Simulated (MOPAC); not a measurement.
Frequency calculation, with input and output: CH$_{4}$F$_{2}$Si (part 2 of 2)

CH$_{4}$F$_{2}$Si; PM7, closed shell, dispersion built in, COSMO solvent water (MOPAC 23.2.5). The geometry was optimised with PM7.

Geometry of the input (Å):
```
F  0.0000  0.0000  0.0000
C  1.3632  0.0000  0.0000
Si 1.8696  1.7864  0.0000
F  1.4780  2.4100  -1.4003
H  1.7298  -0.5796  -0.8964
H  1.7274  -0.5814  0.8964
H  3.3171  1.8463  0.1940
H  1.2070  2.5139  1.0797
```

**Output, continued**
```
           1   -0.0034   -0.0080   -0.0061   -0.1414    0.4888   -0.4086    0.0030    0.0018
           2    0.0045    0.0065   -0.0017    0.0792   -0.0522   -0.0466   -0.0001    0.0004
           3    0.0481   -0.0267    0.1963   -0.0018    0.0002   -0.0008   -0.0001    0.0003
           4    0.0060   -0.0023    0.0042    0.0040   -0.3139    0.7297   -0.0073   -0.0022
           5   -0.0346   -0.0973    0.0030   -0.3846   -0.0146    0.0587   -0.0021   -0.0042
           6   -0.3590    0.1506   -0.2762    0.0002   -0.0019    0.0002   -0.0004   -0.0001
           7   -0.0741   -0.1241   -0.0023    0.0201   -0.0141   -0.0216   -0.1912    0.0113
           8   -0.0514    0.3026    0.0025   -0.0272   -0.0097   -0.0016    0.0257   -0.0831
           9    0.0088   -0.5514   -0.0278    0.0128    0.0025    0.0037    0.0252   -0.1322
          10    0.0850    0.1777    0.0059   -0.0026    0.0009    0.0011   -0.0050   -0.0001
          11   -0.0779   -0.2697   -0.0044    0.0064    0.0005    0.0013    0.0008   -0.0018
          12    0.2889    0.6229    0.0112   -0.0110   -0.0009   -0.0026    0.0010   -0.0050
          13   -0.0212   -0.0169    0.6359    0.2409   -0.4813   -0.3274   -0.0031    0.0019
          14   -0.3741    0.1382    0.1705    0.5320    0.1519    0.0135    0.0037    0.0012
          15    0.1546   -0.0786    0.1014   -0.2697   -0.2733   -0.2050    0.0048   -0.0026
          16    0.0171    0.0027   -0.6346    0.2524   -0.4820   -0.3187   -0.0023   -0.0019
          17    0.3318   -0.1574   -0.1607    0.5221    0.1479    0.0164    0.0001    0.0030
          18    0.1436   -0.0715    0.1074    0.2699    0.2742    0.2039   -0.0006   -0.0038
          19    0.0131   -0.0292   -0.0009    0.0021   -0.0086    0.0051    0.9057    0.3588
          20    0.2708   -0.0369    0.0071    0.0307    0.0195   -0.0390    0.0416    0.0053
          21   -0.2621   -0.0229   -0.0114   -0.0017   -0.0041   -0.0026    0.1279    0.0417
          22    0.0069   -0.0305   -0.0018    0.0099    0.0042    0.0053    0.1433   -0.4185
          23    0.4808   -0.0626   -0.0134    0.0149    0.0070    0.0114   -0.1770    0.4500
          24   -0.3063   -0.0251    0.0017   -0.0109   -0.0006   -0.0015   -0.2680    0.6836

   Root No.      17        18

                17 A      18 A

                2565.7    2648.9

           1    0.0010   -0.0207
           2   -0.0002    0.0083
           3   -0.0121   -0.0008
           4    0.0056   -0.1141
           5   -0.0052    0.1597
           6   -0.2738   -0.0122
           7    0.0005    0.0018
           8   -0.0008    0.0182
           9   -0.0070   -0.0026
          10   -0.0002    0.0003
          11   -0.0007   -0.0012
          12    0.0003    0.0021
          13   -0.2502    0.2233
          14    0.3826   -0.3230
          15    0.5431   -0.5331
          16    0.2285    0.2453
          17   -0.3603   -0.3550
          18    0.4886    0.5795
          19   -0.0020    0.0058
          20   -0.0004    0.0014
          21   -0.0009    0.0014
          22   -0.0017   -0.0020
          23    0.0043   -0.0012
          24    0.0027    0.0021

          DESCRIPTION OF VIBRATIONS

 VIBRATION          1    1A          ATOM PAIR     ENERGY CONTRIBUTION    RADIAL
 FREQUENCY            71.48         F 1 -- C 2         +22.5% (484.4%)      0.0%
 TRANSITION DIPOLE   0.3569         C 2 -- Si3         +19.8% (454.1%)      0.1%
 TRAVEL (Ang.)       0.4884         C 2 -- H 6         +17.1% (422.0%)     65.4%
 REDUCED MASS        3.9547         C 2 -- H 5         +16.0% (408.7%)     97.5%
 EFFECTIVE MASS    275.8454
 FORCE CONSTANT      0.0119

 VIBRATION          2    2A          ATOM PAIR     ENERGY CONTRIBUTION    RADIAL
 FREQUENCY           204.94         C 2 -- Si3         +23.8% (195.1%)      0.6%
 TRANSITION DIPOLE   0.0698         C 2 -- H 6         +18.8% (173.4%)     54.5%
 TRAVEL (Ang.)       0.3000         C 2 -- H 5         +16.4% (161.7%)     71.9%
 REDUCED MASS        3.6571         F 1 -- C 2         +16.3% (161.2%)      0.2%
 EFFECTIVE MASS     40.3081         F 1 -- Si3         +10.6% (129.9%)     77.8%
 FORCE CONSTANT      0.0905

 VIBRATION          3    3A          ATOM PAIR     ENERGY CONTRIBUTION    RADIAL
 FREQUENCY           300.41         C 2 -- Si3         +20.0% (149.0%)     10.9%
 TRANSITION DIPOLE   0.7410         F 1 -- Si3         +15.6% (131.4%)     89.8%
 TRAVEL (Ang.)       0.2312         C 2 -- H 5         +15.4% (130.8%)      9.6%
 REDUCED MASS        4.2004         F 1 -- C 2         +12.5% (117.8%)      0.4%
 EFFECTIVE MASS     35.0187         C 2 -- H 6         +11.2% (111.4%)     49.8%
 FORCE CONSTANT      0.2233

 VIBRATION          4    4A          ATOM PAIR     ENERGY CONTRIBUTION    RADIAL
 FREQUENCY           557.03         Si3 -- H 8         +29.9% ( 85.8%)      4.8%
 TRANSITION DIPOLE   0.2876         Si3 -- H 7         +27.4% ( 82.1%)     23.6%
 TRAVEL (Ang.)       0.2744         F 1 -- Si3         +13.0% ( 56.6%)     73.3%
 REDUCED MASS        1.6081         C 2 -- Si3         +11.6% ( 53.5%)     22.2%
 EFFECTIVE MASS      8.4437
 FORCE CONSTANT      0.2940

 VIBRATION          5    5A          ATOM PAIR     ENERGY CONTRIBUTION    RADIAL
 FREQUENCY           701.08         C 2 -- Si3         +26.1% ( 85.4%)     91.2%
 TRANSITION DIPOLE   0.4104         F 1 -- C 2         +17.8% ( 70.7%)      0.4%
 TRAVEL (Ang.)       0.2034         C 2 -- H 5         +14.9% ( 64.5%)     19.2%
 REDUCED MASS        2.3247         C 2 -- H 6         +14.4% ( 63.4%)     50.0%
 EFFECTIVE MASS     11.1005         Si3 -- H 7         +13.7% ( 62.0%)      0.0%
 FORCE CONSTANT      0.6732

 VIBRATION          6    6A          ATOM PAIR     ENERGY CONTRIBUTION    RADIAL
 FREQUENCY           720.25         Si3 -- H 8         +26.9% ( 69.6%)      0.0%
 TRANSITION DIPOLE   0.3463         C 2 -- Si3         +15.9% ( 53.6%)     97.7%
 TRAVEL (Ang.)       0.3696         C 2 -- H 5         +15.2% ( 52.3%)      2.4%
 REDUCED MASS        0.6853         C 2 -- H 6         +14.4% ( 50.9%)     95.7%
 EFFECTIVE MASS      5.0291         F 1 -- C 2         +13.2% ( 48.7%)      0.1%
 FORCE CONSTANT      0.2094         Si3 -- H 7         +10.9% ( 44.3%)      7.7%

 VIBRATION          7    7A          ATOM PAIR     ENERGY CONTRIBUTION    RADIAL
 FREQUENCY           775.98         Si3 -- H 7         +23.2% ( 66.2%)      0.3%
 TRANSITION DIPOLE   0.5301         C 2 -- H 6         +21.2% ( 63.3%)      1.7%
 TRAVEL (Ang.)       0.3041         C 2 -- H 5         +16.3% ( 55.4%)     38.1%
 REDUCED MASS        0.9395         C 2 -- Si3         +14.9% ( 53.0%)     78.1%
 EFFECTIVE MASS      5.8166
 FORCE CONSTANT      0.3333

 VIBRATION          8    8A          ATOM PAIR     ENERGY CONTRIBUTION    RADIAL
 FREQUENCY           804.81         Si3 -- H 8         +47.9% ( 61.5%)      0.5%
 TRANSITION DIPOLE   0.2633         Si3 -- H 7         +41.5% ( 57.2%)      1.4%
 TRAVEL (Ang.)       0.4169         C 2 -- Si3          +2.6% ( 14.3%)      2.2%
 REDUCED MASS        0.4821         F 1 -- Si3          +1.9% ( 12.1%)     13.6%
 EFFECTIVE MASS      1.5693
 FORCE CONSTANT      0.1840

 VIBRATION          9    9A          ATOM PAIR     ENERGY CONTRIBUTION    RADIAL
 FREQUENCY           816.66         C 2 -- H 5         +24.2% ( 59.2%)     15.5%
 TRANSITION DIPOLE   0.5541         C 2 -- H 6         +22.6% ( 57.2%)     11.8%
 TRAVEL (Ang.)       0.3859         Si3 -- H 8         +18.7% ( 52.0%)      0.0%
 REDUCED MASS        0.5546         F 1 -- C 2         +10.6% ( 39.1%)      0.1%
 EFFECTIVE MASS      4.1227         C 2 -- Si3         +10.5% ( 38.9%)      1.0%
 FORCE CONSTANT      0.2179

 VIBRATION         10   10A          ATOM PAIR     ENERGY CONTRIBUTION    RADIAL
 FREQUENCY           892.37         Si3 -- F 4         +47.3% ( 94.6%)     99.8%
 TRANSITION DIPOLE   3.0072         C 2 -- Si3         +13.2% ( 50.0%)     18.5%
 TRAVEL (Ang.)       0.0898         F 1 -- Si3         +10.6% ( 44.9%)      3.9%
 REDUCED MASS        9.3634         Si3 -- H 8         +10.5% ( 44.5%)      6.5%
 EFFECTIVE MASS     21.1427         Si3 -- H 7         +10.4% ( 44.3%)      5.6%
 FORCE CONSTANT      4.3931

 VIBRATION         11   11A          ATOM PAIR     ENERGY CONTRIBUTION    RADIAL
 FREQUENCY          1143.45         C 2 -- H 6         +45.7% ( 72.8%)      5.7%
 TRANSITION DIPOLE   0.0535         C 2 -- H 5         +45.7% ( 72.8%)      5.7%
 TRAVEL (Ang.)       0.3463         F 1 -- C 2          +4.5% ( 22.9%)      0.0%
 REDUCED MASS        0.4919         C 2 -- Si3          +3.8% ( 21.1%)      0.0%
 EFFECTIVE MASS      2.0001
 FORCE CONSTANT      0.3789

 VIBRATION         12   12A          ATOM PAIR     ENERGY CONTRIBUTION    RADIAL
 FREQUENCY          1192.68         C 2 -- H 5         +42.1% ( 66.0%)      3.3%
 TRANSITION DIPOLE   0.6059         C 2 -- H 6         +41.2% ( 65.3%)      3.1%
 TRAVEL (Ang.)       0.3026         F 1 -- C 2          +8.5% ( 29.6%)      9.0%
 REDUCED MASS        0.6173         C 2 -- Si3          +6.9% ( 26.7%)     94.6%
 EFFECTIVE MASS      2.5113
 FORCE CONSTANT      0.5173

 VIBRATION         13   13A          ATOM PAIR     ENERGY CONTRIBUTION    RADIAL
 FREQUENCY          1271.93         F 1 -- C 2         +31.2% ( 58.1%)     99.8%
 TRANSITION DIPOLE   0.6223         C 2 -- H 6         +25.7% ( 52.8%)      5.1%
 TRAVEL (Ang.)       0.1915         C 2 -- H 5         +25.6% ( 52.6%)      4.4%
 REDUCED MASS        1.4453         F 1 -- Si3         +10.4% ( 33.5%)     43.9%
 EFFECTIVE MASS      6.0862
 FORCE CONSTANT      1.3777

 VIBRATION         14   14A          ATOM PAIR     ENERGY CONTRIBUTION    RADIAL
 FREQUENCY          1377.87         F 1 -- C 2         +31.6% ( 81.9%)     99.2%
 TRANSITION DIPOLE   0.3206         C 2 -- H 5         +24.4% ( 71.9%)      2.1%
 TRAVEL (Ang.)       0.1101         C 2 -- H 6         +24.0% ( 71.4%)      2.1%
 REDUCED MASS        4.0359         C 2 -- Si3         +16.8% ( 59.8%)     12.2%
 EFFECTIVE MASS      9.7575
 FORCE CONSTANT      4.5145

 VIBRATION         15   15A          ATOM PAIR     ENERGY CONTRIBUTION    RADIAL
 FREQUENCY          2291.96         Si3 -- H 7         +85.8% ( 93.5%)     99.8%
 TRANSITION DIPOLE   0.7073         Si3 -- H 8         +13.6% ( 37.2%)     92.2%
 TRAVEL (Ang.)       0.1962         F 1 -- Si3          +0.2% (  4.7%)     38.5%
 REDUCED MASS        0.7640         C 2 -- Si3          +0.2% (  4.7%)      1.5%
 EFFECTIVE MASS      1.3747
 FORCE CONSTANT      2.3645

 VIBRATION         16   16A          ATOM PAIR     ENERGY CONTRIBUTION    RADIAL
 FREQUENCY          2314.85         Si3 -- H 8         +86.8% ( 92.9%)     99.7%
 TRANSITION DIPOLE   0.3958         Si3 -- H 7         +12.8% ( 35.6%)     86.6%
 TRAVEL (Ang.)       0.1966         F 1 -- Si3          +0.1% (  3.9%)     10.5%
 REDUCED MASS        0.7536         C 2 -- Si3          +0.1% (  3.8%)     21.8%
 EFFECTIVE MASS      1.2458
 FORCE CONSTANT      2.3791

 VIBRATION         17   17A          ATOM PAIR     ENERGY CONTRIBUTION    RADIAL
 FREQUENCY          2565.72         C 2 -- H 5         +53.3% ( 75.4%)     98.1%
 TRANSITION DIPOLE   0.9780         C 2 -- H 6         +45.1% ( 69.4%)     97.8%
 TRAVEL (Ang.)       0.2288         C 2 -- Si3          +0.8% (  9.3%)      0.0%
 REDUCED MASS        0.5020         F 1 -- C 2          +0.8% (  9.3%)      0.0%
 EFFECTIVE MASS      1.4320
 FORCE CONSTANT      1.9472

 VIBRATION         18   18A          ATOM PAIR     ENERGY CONTRIBUTION    RADIAL
 FREQUENCY          2648.86         C 2 -- H 6         +54.1% ( 72.3%)     97.3%
 TRANSITION DIPOLE   0.9329         C 2 -- H 5         +44.9% ( 65.9%)     96.2%
 TRAVEL (Ang.)       0.2288         C 2 -- Si3          +0.5% (  7.1%)     32.6%
 REDUCED MASS        0.4864         F 1 -- C 2          +0.5% (  6.8%)     27.5%
 EFFECTIVE MASS      1.2314
 FORCE CONSTANT      2.0106

      SYMMETRY NUMBER FOR POINT-GROUP C1  =  1

          SYSTEM IS A GROUND STATE

 PM7 frequencies

          MOLECULE IS NOT LINEAR

          THERE ARE 18 GENUINE VIBRATIONS IN THIS SYSTEM
          THIS THERMODYNAMICS CALCULATION IS LIMITED TO
          MOLECULES WHICH HAVE NO INTERNAL ROTATIONS

                    CALCULATED THERMODYNAMIC PROPERTIES
                                          *
   TEMP. (K)   PARTITION FUNCTION   H.O.F.    ENTHALPY  HEAT CAPACITY ENTROPY
                                   KCAL/MOL   CAL/MOLE    CAL/K/MOL  CAL/K/MOL

 298.00  VIB.     0.8918D+01                  1577.6351    11.4180     9.6422
         ROT.     0.7460D+05                   888.2803     2.9808    25.2770
         INT.     0.6653D+06                  2465.9154    14.3988    34.9192
         TRA.     0.7195D+27                  1480.4672     4.9680    39.1288
         TOT.                     -153.457    3946.3825    19.3668    74.0480

 200.00  VIB.     0.3803D+01                   672.2046     7.0668     6.0157
         ROT.     0.4102D+05                   596.1613     2.9808    24.0883
         INT.     0.1560D+06                  1268.3659    10.0476    30.1040
         TRA.     0.3956D+27                   993.6021     4.9680    37.1476
         TOT.                     -155.142    2261.9680    15.0156    67.2517

 300.00  VIB.     0.9079D+01                  1600.5579    11.5048     9.7189
         ROT.     0.7535D+05                   894.2419     2.9808    25.2969
         INT.     0.6841D+06                  2494.7999    14.4856    35.0158
         TRA.     0.7268D+27                  1490.4032     4.9680    39.1620
         TOT.                     -153.418    3985.2031    19.4536    74.1778

 400.00  VIB.     0.2266D+02                  2956.0158    15.4756    13.5909
         ROT.     0.1160D+06                  1192.3226     2.9808    26.1544
         INT.     0.2628D+07                  4148.3384    18.4564    39.7453
         TRA.     0.1119D+28                  1987.2043     4.9680    40.5912
         TOT.                     -151.268    6135.5426    23.4244    80.3365

   *: NOTE: HEATS OF FORMATION ARE RELATIVE TO THE
            ELEMENTS IN THEIR STANDARD STATE AT 298K
              (=  Standard Enthalpy of Formation).

            Hvib:  Zero-point energy is not included.
                   frequencies of less than zero cm-1 are not included.
            Hrot = (3/2)RT
            Htra = (3/2)RT + pV = (5/2)RT

            Heat capacity is Cp, not Cv

           FORCE CONSTANT IN CARTESIAN COORDINATES (Millidynes/A)

    ATOM   CHEMICAL       X               Y               Z
   NUMBER   SYMBOL  FORCE CONSTANT  FORCE CONSTANT  FORCE CONSTANT

      1       F        8.476867        0.548834        0.639705
      2       C        9.003604        4.952675        5.406769
      3      Si        4.980635        4.748387        6.251788
      4       F        0.653627        1.104013        4.266111
      5       H        1.159736        1.419722        2.552730
      6       H        1.161907        1.436110        2.549268
      7       H        2.974034        0.286781        0.338951
      8       H        0.824232        0.972370        1.856707

 *                    *
 * JOB ENDED NORMALLY *
 *                    *

 TOTAL JOB TIME:             0.34 SECONDS

 == MOPAC DONE ==
```

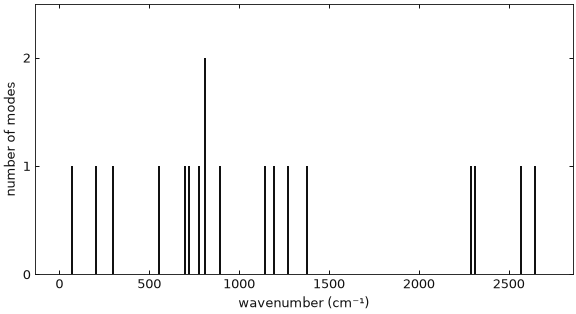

Fig. 1: Harmonic vibrational wavenumbers from the force constants; neighbouring modes closer than 12 cm⁻¹ are counted in one stick. 18 modes from 71 to 2649 cm⁻¹, none imaginary.
